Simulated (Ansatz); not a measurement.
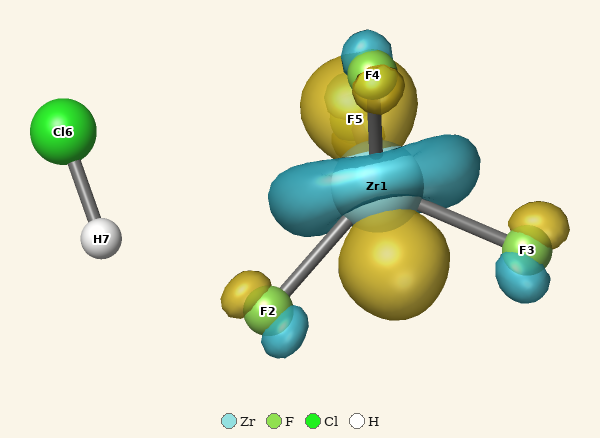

The picture shows: F4Zr···HCl. One frontier orbital at ±0.2 Å⁻³ᐟ² (yellow and cyan are the two phases), seen at a tilt.

Core potentials replace the inner electrons of Zr; not at a stationary point (largest force 1.2 eV/Å).

Level of theory: Ansatz, RKS r2SCAN/def2-SVP.

Input file:

```
crystal:
  periodic: [false, false, false]
  atoms:
    - { symbol: Zr, position_ang: [0.0, 0.0, 0.0] }
    - { symbol: F, position_ang: [0.0, 0.0, 2.33] }
    - { symbol: F, position_ang: [1.8671, 0.0, -0.6593] }
    - { symbol: F, position_ang: [-0.9326, 1.6157, -0.6593] }
    - { symbol: F, position_ang: [-0.9326, -1.6157, -0.6593] }
    - { symbol: Cl, position_ang: [-2.6761, 0.0, 0.8892] }
    - { symbol: H, position_ang: [-1.3106, 0.0, 2.1347] }
basis:
  gaussian: { orbitals: def2-SVP }
hamiltonian:
  xc: r2scan
relax:
  f_tol: 0.15
  max_steps: 25
  restrain:
    - { distance: [0, 5], at: 3.72, k: 30.0 }
    - { distance: [6, 1], at: 2.12, k: 30.0 }
    - { distance: [0, 1], at: 1.98, k: 30.0 }
    - { distance: [6, 5], at: 1.37, k: 30.0 }
output:
  orbitals: {}
```

Run with:

```sh
ansatz run input.yaml --threads 4 --pin off --max-ram 5120MiB --backend cpu --events-out ev --progress --plain --runs-dir out
```

The fields are those of the run's last geometry, not of the input's.

> Which orbital is it: HOMO or LUMO?

The LUMO, at −2.23 eV. It lies mainly on Zr1 (about 75 %) and F3 (about 5 %).
